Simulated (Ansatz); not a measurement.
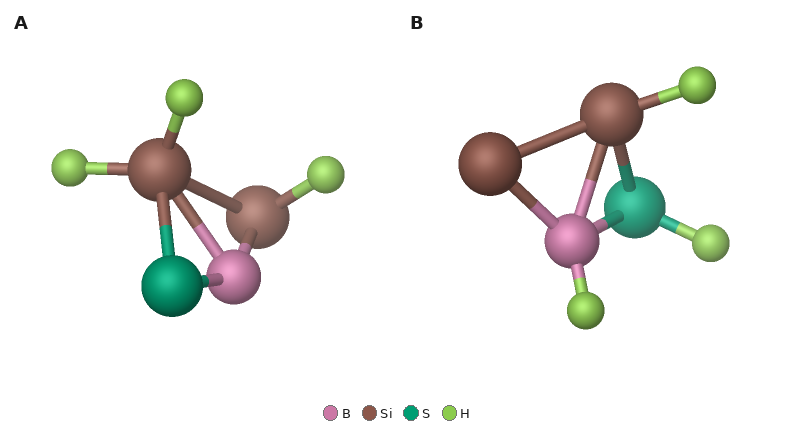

2 stationary structures of one formula. Geometries: PBE0-D4/def2-TZVP. Electronic energies: RHF-CCSD(T) (frozen core)/def2-TZVPP (Ansatz 0.2.0), without zero-point energy. No frequency run is at hand to confirm each as a minimum. Each is one conformer, not always the lowest.

Which is lowest in energy, and by how much?

A is lowest (C1); B lies 18.2 kcal/mol above it (C1).

Give E(B) − E(A) in kcal/mol at these levels too: B3LYP-D4/def2-TZVPP; PBE-D4/def2-TZVPP; PBE0-D4/def2-TZVPP; ωB97M-V/def2-TZVPP; RHF-CCSD(T) (frozen core)/def2-TZVPP; r2SCAN-D4/def2-TZVPP; PBE0-D4/def2-TZVP.

| level | E(B) − E(A) (kcal/mol) |
| --- | --- |
| B3LYP-D4/def2-TZVPP | +18.4 |
| PBE-D4/def2-TZVPP | +15.5 |
| PBE0-D4/def2-TZVPP | +16.8 |
| ωB97M-V/def2-TZVPP | +18.7 |
| RHF-CCSD(T) (frozen core)/def2-TZVPP | +18.2 |
| r2SCAN-D4/def2-TZVPP | +19.1 |
| PBE0-D4/def2-TZVP | +17.1 |
